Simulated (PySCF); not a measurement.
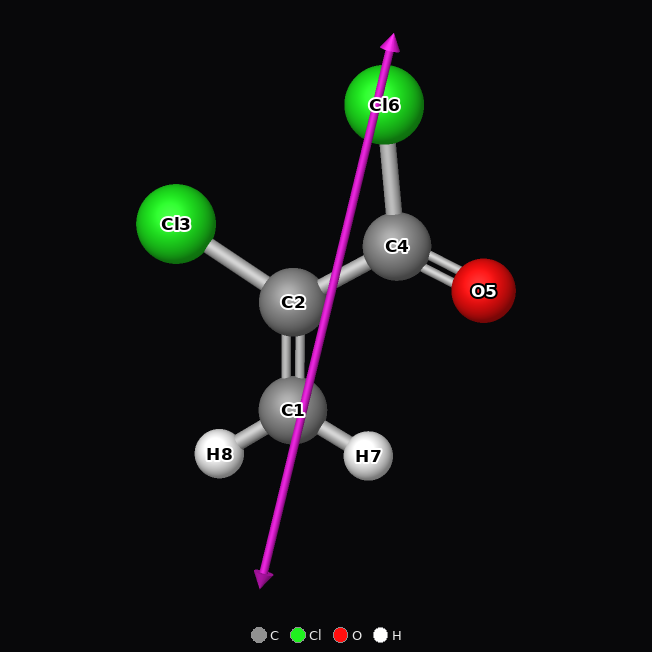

The double arrow shows the direction of the transition dipole to excited singlet state 2 (its length means nothing). Computed geometry: GFN2-xTB optimisation. No frequency run is at hand to confirm it as a minimum. Properties computed with TDDFT CAM-B3LYP/def2-SVPD, vertical, gas phase, core orbitals frozen in the response (PySCF 2.14.0).

How is the transition polarised?

In the molecular plane, close to the long direction C1···Cl6.

Where does the transition lie, and how strong is it?

5.26 eV (236 nm), oscillator strength 0.14, mainly HOMO → LUMO (weight 0.98); transition dipole 2.69 D.
